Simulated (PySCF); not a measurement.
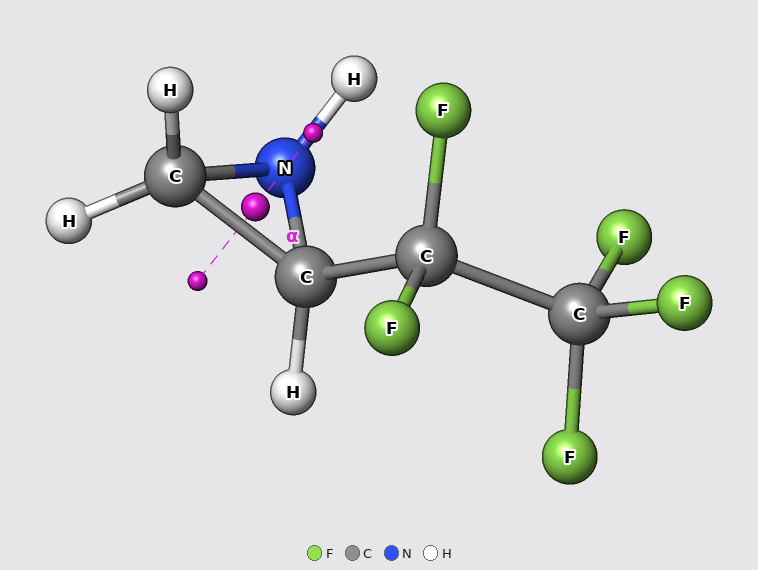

The small points mark where nucleus-independent chemical shifts (NICS) were computed: at the centre of each lettered ring and 1 Å above and below it. The geometry was computed by an optimisation with GFN2-xTB. No frequency run is at hand to confirm it as a minimum. Method: GIAO PBE0/pcSseg-1 NMR shielding, non-relativistic, gas phase (PySCF 2.14.0).

Give NICS(0), NICS(1) and the out-of-plane component NICS(1)zz for each ring (means of the two sides).

```
ring  members  NICS(0)  NICS(1)  NICS(1)zz
   α      C2N    −46.3     −7.5      −23.9
```

Values in ppm.
